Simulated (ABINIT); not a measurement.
# How slowly RPA converges: K2LiScF6 (Fm-3m), part 2 of 2

How does the RPA correlation energy of K2LiScF6 (Fm-3m) approach its basis limit?

ABINIT 10.8.3; LDA and many-body steps on it, plane waves.

So far. Step 2 (Empty states on the mesh, 2×2×2 mesh, 508 bands): On this mesh the gap is 6.751 eV. Step 3 (RPA energy: 2×2×2 mesh, 106 bands, screening to 43.5 eV): Local fields lower ε∞ by 8 %. On a Γ-centred mesh this coarse the value itself is usually too large, while a short band sum pulls it down.

## 5. RPA energy: 2×2×2 mesh, 313 bands, screening to 108.8 eV

Level of this step: RPA screening on LDA, plane waves, norm-conserving pseudopotentials (ABINIT).

run.abi reads:

```
acell 3*1.0 Angstrom
rprim 
  0.000000000000 4.144804000000 4.144804000000
  4.144804000000 0.000000000000 4.144804000000
  4.144804000000 4.144804000000 0.000000000000
ntypat 4
znucl 19 3 21 9
natom 10
typat 1 1 2 3 4 4 4 4 4 4
xred 
  0.250000000000 0.250000000000 0.250000000000
  0.750000000000 0.750000000000 0.750000000000
  0.500000000000 0.500000000000 0.500000000000
  -0.000000000000 -0.000000000000 -0.000000000000
  0.245587000000 0.245587000000 0.754413000000
  0.245587000000 0.754413000000 0.754413000000
  0.754413000000 0.754413000000 0.245587000000
  0.245587000000 0.754413000000 0.245587000000
  0.754413000000 0.245587000000 0.754413000000
  0.754413000000 0.245587000000 0.245587000000
pp_dirpath "pseudos"
pseudos "K.upf, Li.upf, Sc.upf, F.upf"
ecut 36
ngkpt 2 2 2
nshiftk 1
shiftk 0 0 0
kptopt 1
chksymbreak 0
istwfk *1
occopt 1
irdwfk 1
optdriver 3
nband 313
ecuteps 4
inclvkb 2
awtr 1
symchi 1
gwcalctyp 1
nfreqre 0
nfreqim 8
gwrpacorr 1
indata_prefix "in"
outdata_prefix "out"
tmpdata_prefix "tmp"
```

On the command line:

```
$ OMP_NUM_THREADS=1 mpirun -n 4 abinit run.abi > log
```

Numbers of over 12 decimals in the logs are rounded to 6 here.

What it wrote:

```text
.Version 10.8.3 of ABINIT. v10.8.2 released Aug 2026.

 Symmetries : space group Fm -3 m (#225); Bravais cF (face-center cubic)
[... echo of the input left out ...]
== DATASET  1 ==================================================================
-   mpi_nproc: 4, omp_nthreads: 1 (-1 if OMP is not activated)

--- !DatasetInfo
iteration_state: {dtset: 1, }
dimensions: {natom: 10, nkpt: 3, mband: 313, nsppol: 1, nspinor: 1, nspden: 1, mpw: 9922, }
cutoff_energies: {ecut:  36.0, pawecutdg:  -1.0, }
[...]
[... chi0 elements left out ...]
  [... further frequencies ...]

 For q-point:  0.000010 0.000020 0.000030
  dielectric constant =   2.1689
  dielectric constant without local fields =   2.4018

  Average fulfillment of the sum rule on Im[epsilon] for q-point    1 :     65.60  [%]
[... wings left out ...]
  q-point number  2        q = ( 0.500000, 0.000000, 0.000000) [r.l.u.]
--------------------------------------------------------------------------------
[... chi0 elements left out ...]
  [... further frequencies ...]

  Average fulfillment of the sum rule on Im[epsilon] for q-point    2 :     68.78  [%]

 [... 1 further q-points ...]
```

Elapsed: 4.3 min, on 4 MPI ranks of Intel Xeon Platinum 8375C at 2.90GHz (Ice Lake), shared host; peak memory 2.3 GiB; 17 min of CPU time.

Numbers from this step:

- ε∞ with local fields, on this mesh, along the program's q direction: 2.169
- the same without local fields: 2.402
- plasma frequency: 26.77 eV
- plane waves in the screening matrix: 339
- RPA correlation energy: -52.6515 eV

## 6. RPA energy: 2×2×2 mesh, 462 bands, screening to 144.2 eV

run.abi: that of step 5 with these lines changed.

```diff
@@ -32,4 +32,4 @@
 optdriver 3
-nband 313
-ecuteps 4
+nband 462
+ecuteps 5.3
 inclvkb 2
```

What it wrote:

```text
.Version 10.8.3 of ABINIT. v10.8.2 released Aug 2026.

 Symmetries : space group Fm -3 m (#225); Bravais cF (face-center cubic)
[... echo of the input left out ...]
== DATASET  1 ==================================================================
-   mpi_nproc: 4, omp_nthreads: 1 (-1 if OMP is not activated)

--- !DatasetInfo
iteration_state: {dtset: 1, }
dimensions: {natom: 10, nkpt: 3, mband: 462, nsppol: 1, nspinor: 1, nspden: 1, mpw: 9922, }
cutoff_energies: {ecut:  36.0, pawecutdg:  -1.0, }
[...]
[... chi0 elements left out ...]
  [... further frequencies ...]

 For q-point:  0.000010 0.000020 0.000030
  dielectric constant =   2.1681
  dielectric constant without local fields =   2.4057

  Average fulfillment of the sum rule on Im[epsilon] for q-point    1 :     73.85  [%]
[... wings left out ...]
  q-point number  2        q = ( 0.500000, 0.000000, 0.000000) [r.l.u.]
--------------------------------------------------------------------------------
[... chi0 elements left out ...]
  [... further frequencies ...]

  Average fulfillment of the sum rule on Im[epsilon] for q-point    2 :     76.35  [%]

 [... 1 further q-points ...]
```

Wall time 8.8 min (4 MPI ranks); peak memory 3.6 GiB; 35 min of CPU time.

This step gave:

- ε∞ with local fields, on this mesh, along the program's q direction: 2.168
- the same without local fields: 2.406
- plasma frequency: 26.77 eV
- plane waves in the screening matrix: 537
- RPA correlation energy: -66.4313 eV

## 7. RPA energy: 2×2×2 mesh, 187 bands, screening to 136.1 eV, 2 frequencies

run.abi: that of step 6 with these lines changed.

```diff
@@ -32,4 +32,4 @@
 optdriver 3
-nband 462
-ecuteps 5.3
+nband 187
+ecuteps 5
 inclvkb 2
@@ -39,3 +39,3 @@
 nfreqre 0
-nfreqim 8
+nfreqim 2
 gwrpacorr 1
```

What it wrote:

```text
.Version 10.8.3 of ABINIT. v10.8.2 released Aug 2026.

 Symmetries : space group Fm -3 m (#225); Bravais cF (face-center cubic)
[... echo of the input left out ...]
== DATASET  1 ==================================================================
-   mpi_nproc: 4, omp_nthreads: 1 (-1 if OMP is not activated)

--- !DatasetInfo
iteration_state: {dtset: 1, }
dimensions: {natom: 10, nkpt: 3, mband: 187, nsppol: 1, nspinor: 1, nspden: 1, mpw: 9922, }
cutoff_energies: {ecut:  36.0, pawecutdg:  -1.0, }
[...]
[... chi0 elements left out ...]
  [... further frequencies ...]

 For q-point:  0.000010 0.000020 0.000030
  dielectric constant =   2.1600
  dielectric constant without local fields =   2.3878

  Average fulfillment of the sum rule on Im[epsilon] for q-point    1 :     49.48  [%]
[... wings left out ...]
  q-point number  2        q = ( 0.500000, 0.000000, 0.000000) [r.l.u.]
--------------------------------------------------------------------------------
[... chi0 elements left out ...]
  [... further frequencies ...]

  Average fulfillment of the sum rule on Im[epsilon] for q-point    2 :     54.14  [%]

 [... 1 further q-points ...]
```

It took 2.4 min on 4 MPI ranks; peak memory 2.3 GiB; 9.5 min of CPU time.

Numbers from this step:

- ε∞ with local fields, on this mesh, along the program's q direction: 2.16
- the same without local fields: 2.388
- plasma frequency: 26.77 eV
- plane waves in the screening matrix: 531
- RPA correlation energy: -46.34 eV

## 8. The rungs together

Times are wall times on 4 MPI ranks of Intel Xeon Platinum 8375C at 2.90GHz (Ice Lake), shared host. The host was busy with other work, so they are no guide to cost.

```tsv
bands	cutoff (eV)	plane waves	frequencies	E_c (eV/atom)	time
106	43.5	89	8	-1.750	60 s
187	70.7	181	8	-3.466	2.2 min
313	108.8	339	8	-5.265	4.3 min
462	144.2	537	8	-6.643	8.8 min
187	136.1	531	2	-4.634	2.4 min
```

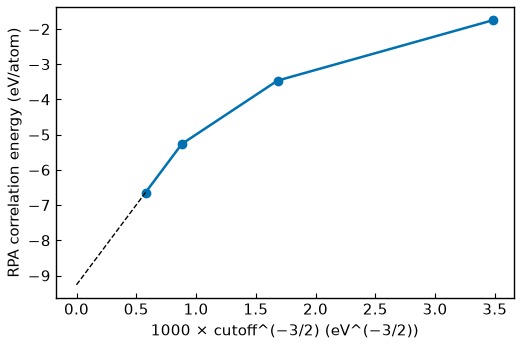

Correlation energy against the cutoff to the power −3/2; dashed, the line to the limit.

## 9. Outcome

```json
{"2×2×2 mesh, 106 bands, screening to 43.5 eV": "-1.750 eV/atom", "2×2×2 mesh, 187 bands, screening to 70.7 eV": "-3.466 eV/atom", "2×2×2 mesh, 313 bands, screening to 108.8 eV": "-5.265 eV/atom", "2×2×2 mesh, 462 bands, screening to 144.2 eV": "-6.643 eV/atom", "limit by the two highest rungs": "-9.26 eV/atom"}
```

What this shows: Rows off the diagonal of bands and cutoff are checks and stay out of the ladder. The energy is still falling: −1.378 eV/atom over the last rung. A line in cutoff^(−3/2) puts the limit near -9.26 eV/atom, 39 % beyond the top rung; the pair below gives -7.24, so the estimate is rough. The value holds the valence electrons of these pseudopotentials alone, on one mesh; differences between structures converge far faster than the total.

[Paths, hosts, dates, memory and timing lines, banners, echoed tables and standing remarks are left out of the program output.]

[Logs are printed without paths, hosts, clocks, repeated set-up lines and the standing remarks that a program may print on its own settings, such as how far it seeks lower states.]

[Runs of the session that timed out or met a known fault of the program may be left out.]

[Hosts, paths, dates, database ids (printed as entryN), source tags and the programs' standing remarks are cut or masked in the printed files.]

[G0W0 gaps are taken among the corrected bands and points alone; a level outside them can change the order at an edge.]

[Where Ansatz stands beside ABINIT at settings called matched, ABINIT's density can come from a denser mesh and the files from another edition; pairs whose starting gaps differed by over 0.03 eV were left out, so agreement reads better than it is.]
